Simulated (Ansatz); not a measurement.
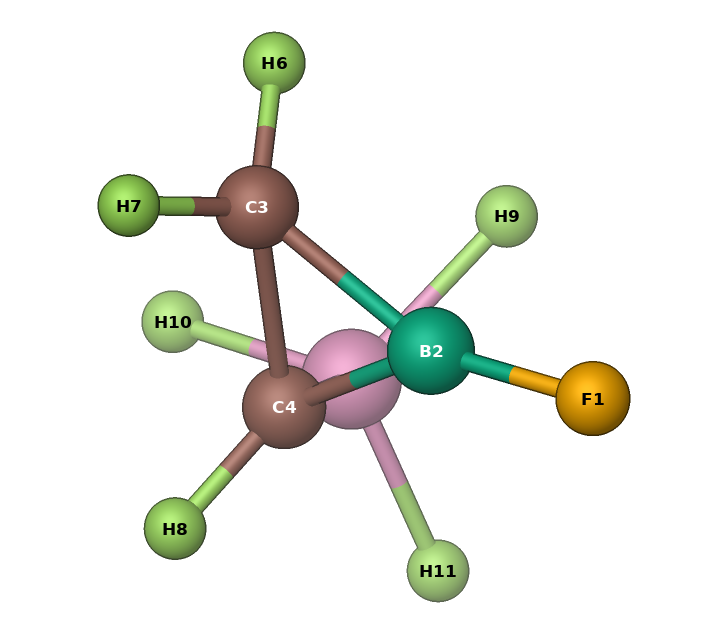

Si5 lies behind C4. The molecule seen a little off the C4–Si5 bond, C4 in front. Atoms fade into the background with distance from the viewer. The computed structure is the end point of a PBE-D4/def2-SVP optimisation. No frequency run is at hand to confirm it as a minimum.

### What is the torsion angle C3–C4–Si5–H9? The sign is positive where the front bond must turn clockwise to cover the back bond.

42°, synclinal (gauche).
